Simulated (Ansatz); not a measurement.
A series of calculations on Si2H6Cl

## 1. Relaxation

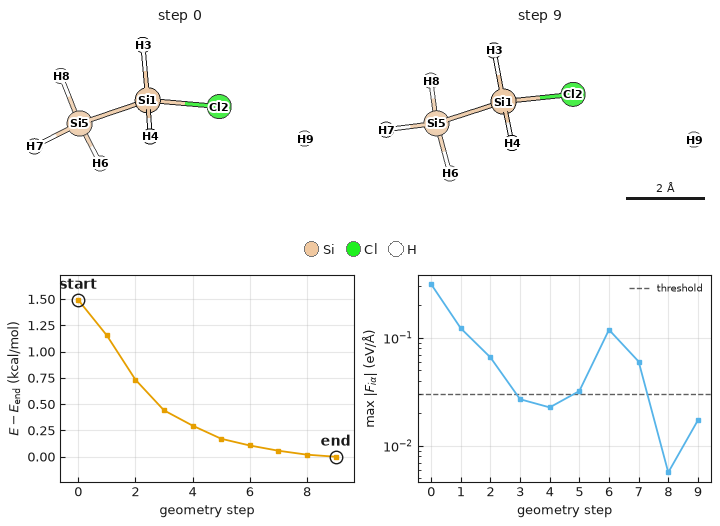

First and last geometry of a relaxation of Si2H6Cl (multiplicity 2), with the history of the run. Style: ball-and-stick. Shown from a free direction.

The run prepares an end point of a later path (reaction) calculation, from a guessed geometry.

These are results of UKS revPBE-D4/cc-pVDZ in Ansatz 0.2.0, not measurements. Settings: collinear spin; force threshold 0.03 eV/Å; at most 50 steps.

> Read the history and describe the run.

It converged. The atom that moves furthest after the best rigid fit is H9 (0.81 Å). Largest moves by element: H 0.81 Å, Cl 0.35 Å, Si 0.12 Å. Among the contacts that change: Si1–Si5 2.379 → 2.360 Å, Si1–Cl2 2.131 → 2.117 Å, Si1–H3 1.517 → 1.508 Å. Groups turn about Si1–Si5 by about 30°. The energy falls by 1.49 kcal/mol in 9 geometry steps. Largest force component: 0.31 eV/Å at the start, 0.017 eV/Å at the end. The forces were under the threshold at step 3, but the run went on from there. The run took 27 s on 2 threads of Intel(R) Xeon(R) Platinum 8175M CPU @ 2.50GHz (Skylake/Cascade Lake), on a shared host, peak memory 0.18 GiB.

```tsv
step	E − E(0), kcal/mol	largest force component, eV/Å
0	0.00	0.3146
1	-0.34	0.1228
2	-0.76	0.0660
3	-1.05	0.0270
4	-1.20	0.0227
5	-1.32	0.0322
6	-1.39	0.1189
7	-1.44	0.0604
8	-1.47	0.0057
9	-1.49	0.0173
```

Limits of the set-up: the start holds two separate molecules, 2.6 Å apart at their closest, whose relative position is a soft coordinate.

## 2. Relaxation

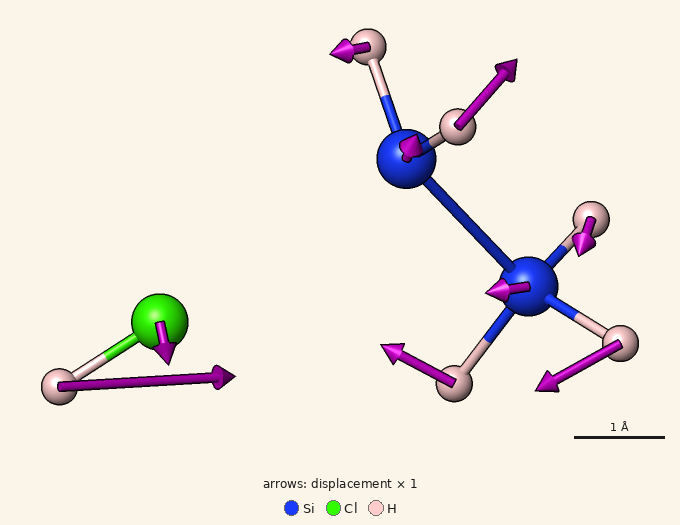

This is a relaxation of Si$_{2}$H$_{6}$Cl (multiplicity 2). The starting structure is drawn; purple arrows show the displacements, at their true length. The two geometries are superimposed by the best rigid fit.

Style: ball-and-stick. Shown at a tilt.

The run prepares an end point of a later path (reaction) calculation, from a guessed geometry.

These are results of UKS revPBE-D4/cc-pVDZ (Ansatz), not measurements. Settings: collinear spin; force threshold 0.03 eV/Å; at most 50 steps.

Atoms of which element are displaced furthest, and by how much?

Answer. Hydrogen: up to 2.25 Å, against 0.55 Å for silicon.

What did the optimiser do to the structure, and how much energy did it gain?

Answer. The energy falls by 9.67 kJ/mol in 37 accepted moves (44 points after the start). The largest force component goes from 0.91 to 0.025 eV/Å. The line search rejected the trial steps at points 3, 14, 18, 22, 29, 30, 38 of the run. The forces were under the threshold at step 4, but the run went on from there. An H atom moves most after the best rigid fit: 2.25 Å. Largest moves by element: H 2.25 Å, Si 0.55 Å, Cl 0.51 Å. Some distances before and after: Cl–H 1.343 → 1.306 Å, H–Si 1.510 → 1.518 Å. Groups turn about Si–Si by about 55°. The run took 110 s on 2 threads of Intel(R) Xeon(R) Platinum 8175M CPU @ 2.50GHz (Skylake/Cascade Lake), on a shared host, peak memory 0.18 GiB.

Limits of the set-up: the start holds two separate molecules, 3.3 Å apart at their closest, whose relative position is a soft coordinate.

## 3. Path

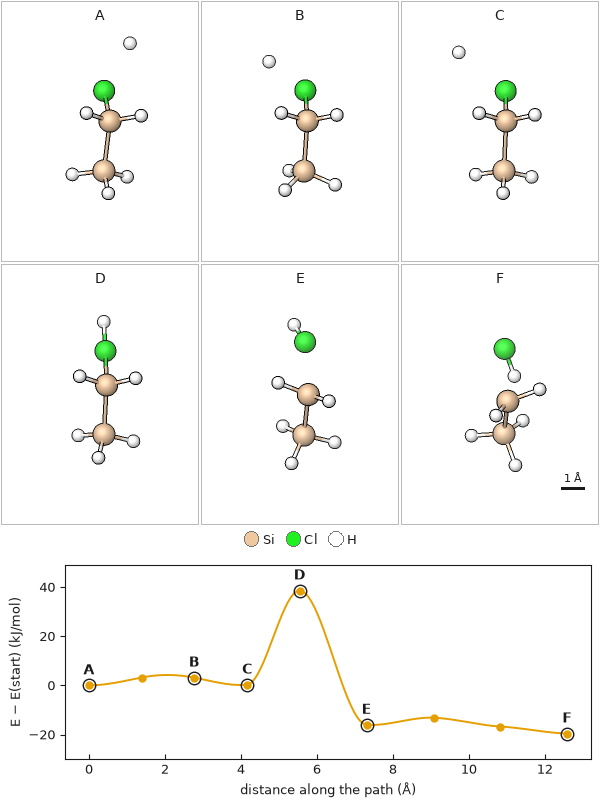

NEB run on Si$_{2}$H$_{6}$Cl (multiplicity 2), made up at the start of Si₂H₅Cl and H. Images are numbered from 0 (start) to 8 (end). Frames A to F are images 0, 2, 3, 4, 5, 8. A ball-and-stick model, seen from a free direction.

Level of theory: UKS revPBE-D4/cc-pVDZ (Ansatz 0.2.0). Run with 7 movable images; climbing image; force threshold 0.03 eV/Å; iteration limit 60; starting path through a guess of the saddle point.

Question: Read off the barrier and say what moves.

Answer: The path has more than one stage, and so few images may leave a stage unresolved. Breaking: Cl–Si (2.12 → 3.82 Å). Forming: Cl–H (3.59 → 1.31 Å). The energy climbs by 38.6 kJ/mol to image 4 and then falls by 58.2 kJ/mol, so the end point sits at −19.6 kJ/mol. The profile has 3 maxima (images 1, 4, 6) with a dip at image 3, 5 (+0.3 kJ/mol, −16.1 kJ/mol), so the process runs in steps. The band converged in 32 iterations. The largest component of the band force went from 64 to 0.022 eV/Å. The climbing image converged on the top of the path. Its vibrational analysis gives one imaginary mode (519i cm⁻¹), as a transition state must have.

Limits of the set-up: the start holds two separate molecules, 3.6 Å apart at their closest, whose relative position is a soft coordinate.

Cost: 8.5 min on 2 threads of Intel(R) Xeon(R) Platinum 8175M CPU @ 2.50GHz (Skylake/Cascade Lake), with other jobs on the host, peak memory 0.2 GiB.
